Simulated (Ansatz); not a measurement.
The reference is SrTiO₃ in the cubic perovskite structure (space group Pm-3m, No. 221; a = 3.8911 Å). Axes: x, y, z lie along the cube axes.

Perturbation: uniaxial strain ε_zz = −3.00 %, all other strain components held at zero, atoms relaxed at fixed cell.

Level of theory: Kohn–Sham DFT with the PBEsol functional, run in Ansatz (a first-principles code) with PAW and 420 eV plane waves, without spin-orbit coupling.

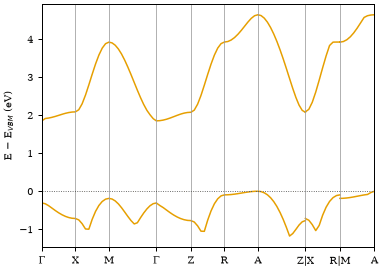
*Highest valence and lowest conduction band along the path of the changed cell's own zone*

### Question
From the figure, how large is the changed gap, and is it direct?

### Answer
About 1.8 eV, indirect, A → Γ.

Whether these cells are dynamically stable was not tested. The final runs are not spin-polarised. Many cubic perovskites are stable only at high temperature; tilts and polar distortions were not tested. Labels are those of the standard path for the cell's own space group.
